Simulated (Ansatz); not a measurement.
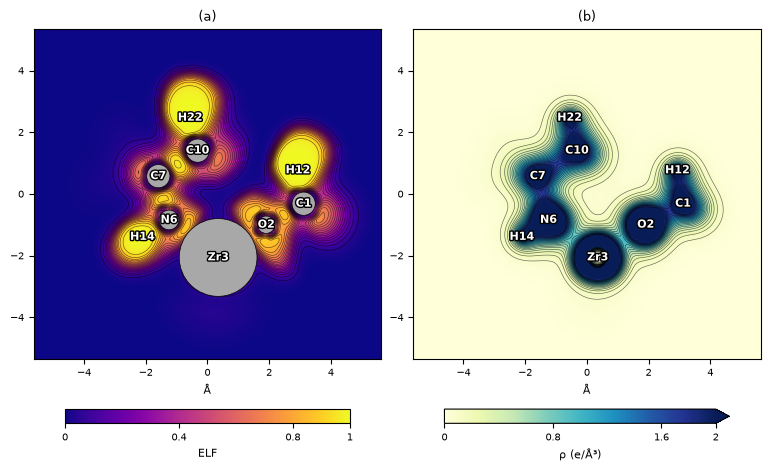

Figure. C$_{5}$H$_{13}$Cl$_{2}$NOZr. (a) electron localisation function; (b) electron density on the plane of atoms Zr3, N6 and C7. Grey discs cover the atomic cores in the ELF map.

Geometry: PBE0-D4/def2-TZVP; core potentials replace the inner electrons of Zr.

Computed with RKS PBE0-D4/def2-TZVPP in Ansatz 0.2.0.

Input file:

```
crystal:
  periodic: [false, false, false]
  atoms:
    - {symbol: C, position_ang: [2.179528, -1.623701, -2.296015]}
    - {symbol: O, position_ang: [0.940495, -1.002575, -2.154727]}
    - {symbol: Zr, position_ang: [-0.760154, -0.190864, -2.122016]}
    - {symbol: Cl, position_ang: [-2.465285, -1.740994, -2.691916]}
    - {symbol: Cl, position_ang: [-0.850002, 1.680392, -3.579604]}
    - {symbol: N, position_ang: [-1.112555, 0.459700, -0.261057]}
    - {symbol: C, position_ang: [-0.496274, 0.509856, 1.063158]}
    - {symbol: C, position_ang: [-1.389960, -0.223641, 2.061385]}
    - {symbol: C, position_ang: [-0.331938, 1.968398, 1.486248]}
    - {symbol: C, position_ang: [0.867193, -0.163498, 1.005318]}
    - {symbol: H, position_ang: [2.049723, -2.651482, -2.646518]}
    - {symbol: H, position_ang: [2.696947, -1.642515, -1.331826]}
    - {symbol: H, position_ang: [2.795994, -1.078569, -3.016314]}
    - {symbol: H, position_ang: [-2.028465, 0.908500, -0.217544]}
    - {symbol: H, position_ang: [-2.378483, 0.241487, 2.110407]}
    - {symbol: H, position_ang: [-1.520391, -1.265983, 1.763454]}
    - {symbol: H, position_ang: [-0.957208, -0.198607, 3.064736]}
    - {symbol: H, position_ang: [0.122831, 2.038675, 2.477649]}
    - {symbol: H, position_ang: [-1.302013, 2.471673, 1.525291]}
    - {symbol: H, position_ang: [0.299073, 2.504026, 0.774081]}
    - {symbol: H, position_ang: [0.774147, -1.209325, 0.702194]}
    - {symbol: H, position_ang: [1.342146, -0.135880, 1.987876]}
    - {symbol: H, position_ang: [1.524632, 0.344927, 0.295752]}
basis:
  gaussian: {orbitals: def2-TZVPP}
hamiltonian: {xc: pbe0, dispersion: d4}
output: {orbitals: {seedname: orbitals}}
```

Launched as:

```sh
ansatz run in.yaml --threads 4 --pin off --events-out ev --progress --plain --max-ram 66560MiB --backend cuda --devices 0, --max-vram 37GiB
```

Question: Describe what can be read from this map.

Answer:
- The plane passes through C, O, Zr, N and H nuclei.
- C–O (1.39 Å): ρ is about 2.1 e/Å³ halfway, with its minimum of 1.8 e/Å³ about 0.5 Å from C; the ELF peaks at about 0.85 between the atoms; a polar covalent bond.
- C–N (1.46 Å): ρ at the midpoint is about 1.9 e/Å³; the ELF peaks at about 0.90 between the atoms (localised, covalent bonding).
- C–C (1.52 Å): ρ at the midpoint is about 1.7 e/Å³; the ELF peaks at about 0.95 between the atoms; a shared electron pair.
- Zr–O (1.88 Å): ρ is about 0.99 e/Å³ halfway; the ELF peaks at about 0.75 in the valence shell of O, 0.5 Å from its nucleus, and drops to about 0.25 between the two atoms.
- Zr–N (2.00 Å): the density is about 0.91 e/Å³ at the midpoint; the ELF peaks at about 0.90 in the valence shell of N, 0.6 Å from its nucleus, and drops to about 0.30 between the two atoms.
